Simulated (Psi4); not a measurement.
# NOF (nitrosyl fluoride) at B3LYP/6-31G(d) (Cartesian functions)

What is the vertical ionisation energy of NOF (nitrosyl fluoride) at B3LYP/6-31G* (Cartesian functions)? 

Program for the calculation: Psi4 1.11.

## 1. Starting point

NOF has 3 atoms, charge 0, and is taken as a singlet. SMILES: `O=NF`. The shape is that of a PBE0-D4/def2-TZVP optimisation.

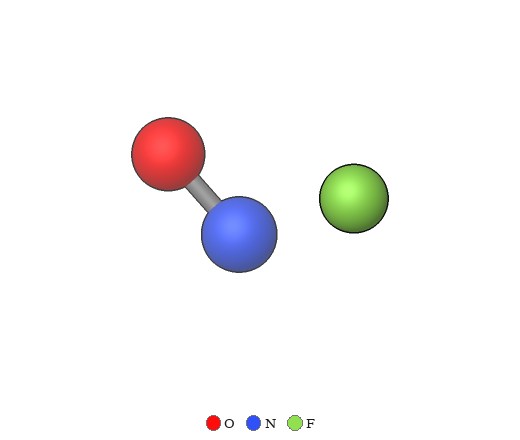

The structure, seen from a chosen angle (oxygen red, nitrogen blue, fluorine green).

## 2. The energy at B3LYP/6-31G(d) (Cartesian functions)

File calc.py:

```python
import psi4

psi4.set_memory('2200 MB')
psi4.set_num_threads(1)
psi4.core.set_output_file('run.log', False)

geom = psi4.geometry("""
0 1
O
N 1 1.126674
F 2 1.483325 1 110.42286
symmetry c1
no_reorient
no_com
""")

psi4.set_options({
    'basis': '6-31G*',
    'puream': False,
    'e_convergence': 1e-09,
    'd_convergence': 1e-08,
    'scf_type': 'pk',
    'dft_radial_points': 99,
    'dft_spherical_points': 590,
})

result, w = psi4.energy("b3lyp", return_wfn=True)
psi4.oeprop(w, "WIBERG_LOWDIN_INDICES", "LOWDIN_CHARGES", "DIPOLE")
print('E =', round(result, 9))
for k, v in sorted(psi4.core.scalar_variables().items()):
    print(f'{k:45s} {v:18.10f}')
```

On the command line:

```console
$ python calc.py
```

run.log:

```text
[...]
  Running in c1 symmetry.
[...]
  Nuclear repulsion =   66.472919985517308
[...]
  Multiplicity = 1
[...]
  Nalpha       = 12
  Nbeta        = 12
[...]
    Number of basis functions: 45
[...]
   @RKS iter   1:  -229.64522187177715   -3.09645e-01   9.26573e-03 DIIS/ADIIS
[...]
   @RKS iter  11:  -229.70142807095706   -2.84217e-13   2.33420e-09 DIIS
[...]
    Orbital Energies [Eh]
    ---------------------
    Doubly Occupied:
       1A    -24.696221     2A    -19.304036     3A    -14.575241
       4A     -1.317551     5A     -1.159610     6A     -0.709001
       7A     -0.585671     8A     -0.562327     9A     -0.543543
      10A     -0.397009    11A     -0.384977    12A     -0.332753
[...]
  @RKS Final Energy:  -229.70142807095706
   => Energetics <=
    Nuclear Repulsion Energy =             66.4729199855173079
    One-Electron Energy =                -448.2322714935950785
    Two-Electron Energy =                 172.9260045768133978
    DFT Exchange-Correlation Energy =     -20.8680811396926806
    Empirical Dispersion Energy =           0.0000000000000000
    VV10 Nonlocal Energy =                  0.0000000000000000
    Total Energy =                       -229.7014280709570642
[...]
 Multipole Moments:
 ------------------------------------------------------------------------------------
     Multipole            Electronic (a.u.)      Nuclear  (a.u.)        Total (a.u.)
 ------------------------------------------------------------------------------------
 L = 1.  Multiply by 2.5417464519 to convert [e a0] to [Debye]
 Dipole X            :          0.4395713           -0.8038939           -0.3643226
 Dipole Y            :         -0.4103017            0.6510145            0.2407127
 Dipole Z            :          0.0000000            0.0000000            0.0000000
 Magnitude           :                                                    0.4366619
[...]
```

The script printed:

```text
E = -229.701428071
CURRENT ENERGY                                   -229.7014280710
CURRENT REFERENCE ENERGY                         -229.7014280710
DD SOLVATION ENERGY                                 0.0000000000
DFT FUNCTIONAL TOTAL ENERGY                      -229.7014280710
DFT TOTAL ENERGY                                 -229.7014280710
DFT VV10 ENERGY                                     0.0000000000
DFT XC ENERGY                                     -20.8680811397
GRID ELECTRONS ALPHA                               12.0000000103
GRID ELECTRONS BETA                                12.0000000103
GRID ELECTRONS TOTAL                               24.0000000206
NUCLEAR REPULSION ENERGY                           66.4729199855
ONE-ELECTRON ENERGY                              -448.2322714936
PCM POLARIZATION ENERGY                             0.0000000000
PE ENERGY                                           0.0000000000
SCF ITERATION ENERGY                             -229.7014280710
SCF ITERATIONS                                     11.0000000000
SCF TOTAL ENERGY                                 -229.7014280710
TWO-ELECTRON ENERGY                               172.9260045768
XC GRID RADIAL POINTS                              99.0000000000
XC GRID SPHERICAL POINTS                          590.0000000000
XC GRID TOTAL POINTS                           164865.0000000000
```

Wall time 8.1 s (1 thread of Intel Xeon Platinum 8259CL at 2.50GHz (Skylake/Cascade Lake), shared host); peak memory 0.42 GiB.

## 3. The doublet cation: energy and forces at UB3LYP/6-31G(d) (Cartesian functions)

File input.in:

```
memory 2200 mb

molecule system {
  1 2
  O      0.868350     0.242970     0.504740
  N      0.148930    -0.482540     0.029910
  F     -1.017290     0.239580    -0.534650
  symmetry c1
  no_reorient
  no_com
}

set {
  reference            uks
  puream               false
  e_convergence        1e-09
  d_convergence        1e-08
  scf_type             pk
  dft_radial_points    99
  dft_spherical_points 590
  maxiter              100
}

result, w = gradient('b3lyp/6-31G*', return_wfn=True)
oeprop(w, 'LOWDIN_CHARGES', 'MULLIKEN_CHARGES', 'WIBERG_LOWDIN_INDICES', title='B3LYP')
```

On the command line:

```console
$ psi4 -i input.in -o input.out -n 1
```

input.out, shortened:

```text
[...]
  Running in c1 symmetry.
[...]
  Nuclear repulsion =   66.472921694977657
[...]
  Multiplicity = 2
[...]
  Nalpha       = 12
  Nbeta        = 11
[...]
    Number of basis functions: 45
[...]
   @UKS iter   1:  -229.16890173049197    1.66675e-01   8.37078e-03 DIIS/ADIIS
[...]
   @UKS iter  16:  -229.23043577054972   -8.24230e-13   2.14296e-09 DIIS
[...]
   @S^2 Observed:                7.646833204E-01
[...]
  @UKS Final Energy:  -229.23043577054972
   => Energetics <=
    Nuclear Repulsion Energy =             66.4729216949776571
    One-Electron Energy =                -438.6405985853812126
    Two-Electron Energy =                 163.4072710875489918
    DFT Exchange-Correlation Energy =     -20.4700299676951758
    Empirical Dispersion Energy =           0.0000000000000000
    VV10 Nonlocal Energy =                  0.0000000000000000
    Total Energy =                       -229.2304357705497182
[...]
 Multipole Moments:
 ------------------------------------------------------------------------------------
     Multipole            Electronic (a.u.)      Nuclear  (a.u.)        Total (a.u.)
 ------------------------------------------------------------------------------------
 L = 1.  Multiply by 2.5417464519 to convert [e a0] to [Debye]
 Dipole X            :          2.5965681           -2.2039876            0.3925805
 Dipole Y            :         -1.5692418            1.3647602           -0.2044816
 Dipole Z            :          1.2610848           -1.0668638            0.1942210
 Magnitude           :                                                    0.4833777
[...]
  -Total Gradient:
     Atom            X                  Y                   Z
    ------   -----------------  -----------------  -----------------
       1       -0.003232643699     0.035994626585     0.002109186914
       2        0.000443960728    -0.058486280573    -0.006076787346
       3        0.002788251951     0.022494964765     0.003967720773
[...]
  Mulliken Charges: (a.u.)
   Center  Symbol    Alpha    Beta     Spin     Total
       1     O     4.07354  3.66694  0.40661  0.25952
       2     N     3.22958  3.08593  0.14366  0.68449
       3     F     4.69687  4.24714  0.44974  0.05599
   Total alpha = 12.00000, Total beta = 11.00000, Total charge =  1.00000
  Lowdin Charges: (a.u.)
   Center  Symbol    Alpha    Beta     Spin     Total
[...]
```

Run time: 19 s. Hardware: 1 thread of Intel Xeon Platinum 8259CL at 2.50GHz (Skylake/Cascade Lake), shared host; peak memory 0.42 GiB.

## 4. Outcome

At B3LYP/6-31G* (Cartesian functions):

| quantity | value |
| --- | --- |
| singlet NOF: total energy | -229.70143 Eh |
| singlet NOF: dipole moment | 1.11 D |
| singlet NOF: HOMO energy | -9.05 eV |
| singlet NOF: LUMO energy | -3.17 eV |
| singlet NOF: HOMO–LUMO gap | 5.89 eV |
| doublet cation: total energy | -229.23044 Eh |
| doublet cation: HOMO energy (highest over α and β) | -20.74 eV |
| doublet cation: LUMO energy (lowest over α and β) | -16.57 eV |
| doublet cation: ⟨S²⟩ | 0.765 |
| doublet cation: largest force on an atom | 3.024 eV/Å |
| vertical ionisation energy (to the doublet cation) | 12.816 eV |

The vertical ionisation energy comes to 12.82 eV (296 kcal/mol). −ε(HOMO) before ionisation, 9.05 eV, is 3.76 eV below this ionisation energy.
